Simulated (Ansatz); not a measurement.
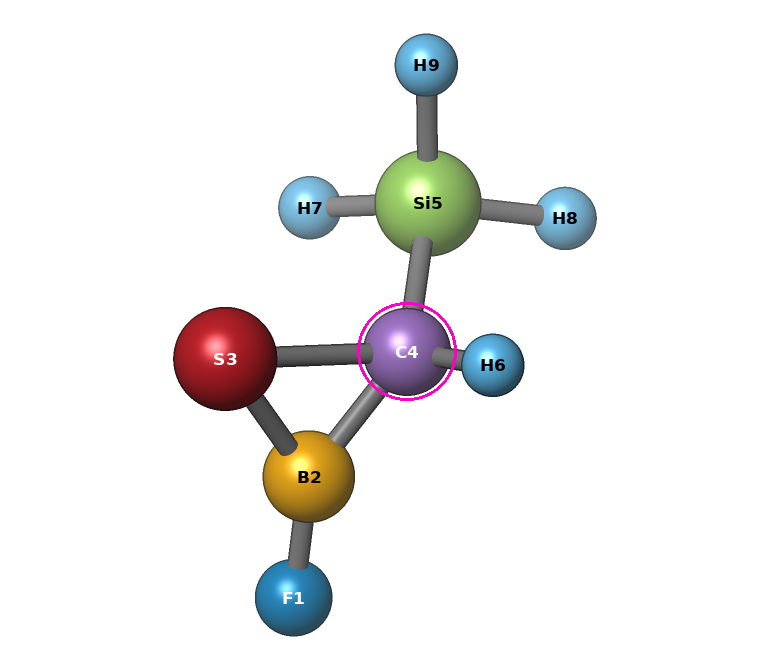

Distant atoms are faded towards the background colour. Circles mark the stereogenic atoms. The geometry was computed by an optimisation with PBE0-D4/def2-TZVP. No frequency run is at hand to confirm it as a minimum.

> Assign CIP descriptors.

C4: S (priorities S3 > Si5 > B2 > H6).

> Write the isomeric SMILES.

FB1S[C@@H]1[SiH3]
